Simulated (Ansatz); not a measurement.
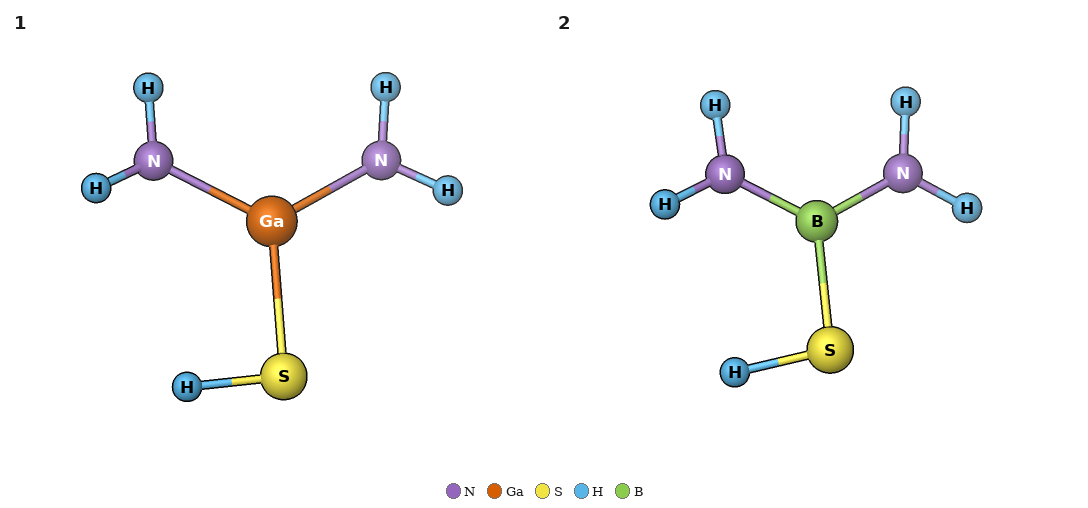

2 molecules with one skeleton, seen from the same side and at one scale. Each species is neutral and a spin singlet. Computed geometries: PBE0-D4/def2-TZVP optimisations, one conformation each. Properties computed with Ansatz 0.2.0.

One atom differs, called X below: Ga in panel 1, B in panel 2. Their formulas are GaH5N2S (`[NH2][Ga]([NH2])[SH]`), BH5N2S (`NB(N)S`).

Question: In which is the HOMO energy (Kohn–Sham orbital) higher (CAM-B3LYP-D4/def2-TZVPP)?

Answer: In panel 2 (X = B).

Question: In which is the harmonic zero-point energy higher (PBE0-D4/def2-TZVP)?

Answer: In panel 2 (X = B).

Give the values. With PBE0-D4/def2-TZVP: mean length of X–N (Å), length of X–S (Å), mean angle N–X–S (°), dipole moment (D), harmonic zero-point energy (kJ/mol). With CAM-B3LYP-D4/def2-TZVPP: HOMO energy (Kohn–Sham orbital) (eV), HOMO–LUMO gap (eV).

| quantity | 1 (Ga) | 2 (B) | 2 − 1 |
| --- | --- | --- | --- |
| mean length of X–N (Å) | 1.816 | 1.411 | −0.405 |
| length of X–S (Å) | 2.204 | 1.844 | −0.360 |
| mean angle N–X–S (°) | 119.3 | 118.8 | −0.5 |
| HOMO energy (Kohn–Sham orbital) (eV) | −8.48 | −8.17 | +0.31 |
| HOMO–LUMO gap (eV) | 9.22 | 9.46 | +0.24 |
| dipole moment (D) | 2.23 | 2.47 | +0.24 |
| harmonic zero-point energy (kJ/mol) | 156.8 | 176.6 | +19.8 |
